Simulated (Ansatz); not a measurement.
Os (P6_3/mmc): the Drude term of Re ε in the infrared

Re ε of Os (P6_3/mmc) along x at low photon energies is read from one computed spectrum; the carriers' damping was typed as γ = 0.03 eV. x, y and z are the Cartesian axes of the input cell.

It takes space group P6_3/mmc (No. 194, hexagonal). Conventional cell: a = 2.734 Å, b = 2.734 Å, c = 4.320 Å, α = 90.00°, β = 90.00°, γ = 120.00°. Os on site c is surrounded by 12 Os at 2.68 to 2.73 Å.

Method: Ansatz 0.2.0, PBE, independent particles, k-mesh 15×15×8 with interpolation inside its cells, Gaussian parameter 0.15 eV.

Launch of the response step: `ansatz run input.yaml --threads 4 --pin off --max-ram 8192MiB --backend cpu --events-out ev --progress --plain --runs-dir out`. The run took 72 s, on 4 threads of Intel(R) Xeon(R) Platinum 8375C CPU @ 2.90GHz (Ice Lake), with other jobs on the host.

```
photon energy E (eV)  wavelength (µm)    Re ε
                0.25             4.96  -971.4
                0.30             4.13       ?
                0.35             3.54  -487.3
                0.40             3.10  -369.0
                0.50             2.48  -229.6
                0.60             2.07  -152.1
                0.70             1.77  -104.3
```

A Drude term over a constant background gives Re ε = ε_b − ωp²/(E² + γ²), linear in 1/(E² + γ²).

Working, on the rows shown:

| x = 1/(E² + γ²) (eV⁻²) | y = Re ε |
| --- | --- |
| 15.7729 | -971.4 |
| 8.10373 | -487.3 |
| 6.21504 | -369 |
| 3.98565 | -229.6 |
| 2.77085 | -152.1 |
| 2.03707 | -104.3 |

Means: x̄ = 6.4809, ȳ = -385.62. Σ(x − x̄)(y − ȳ) = -8118, Σ(x − x̄)² = 128.8. Slope = -8118 / 128.8 = -63.04; intercept = ȳ − slope · x̄ = 22.927. The line misses the rows shown by at most 1.3.

Q: Fill in the last column of the withheld row.

A: At x = 11.001 the line gives y = -670.56. The run gave -669.7, so the interpolation is off by 0.86, 0.1 % of the range in the table.

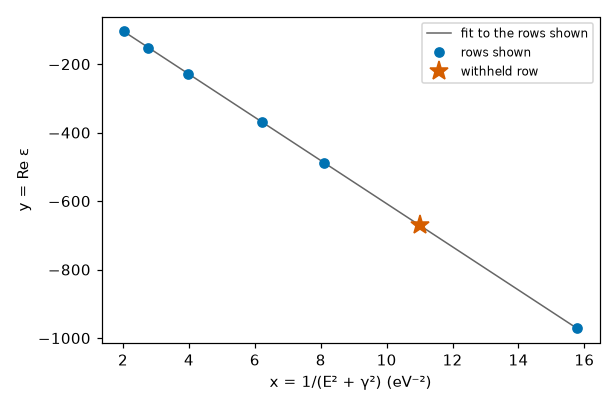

Refitted with all rows, the slope is -63.02 and the intercept 22.887. These give ωp = √(−slope) = 7.94 eV, against 8.03 eV from the program's Fermi-surface sum, and an intercept of 22.9. Taking the program's Drude term off the rows leaves 45 at the lowest energy and 27 at the highest, so the background isn't constant: interband transitions lie in or near the window, and neither fitted number can be trusted. The values come from a sum over the points of one k-mesh and carry its error, which is largest for Fermi-surface quantities. Spin-orbit coupling is left out.

[Logs are printed without paths, hosts, clocks, repeated set-up lines and the standing remarks that a program may print on its own settings, such as how far it seeks lower states.]
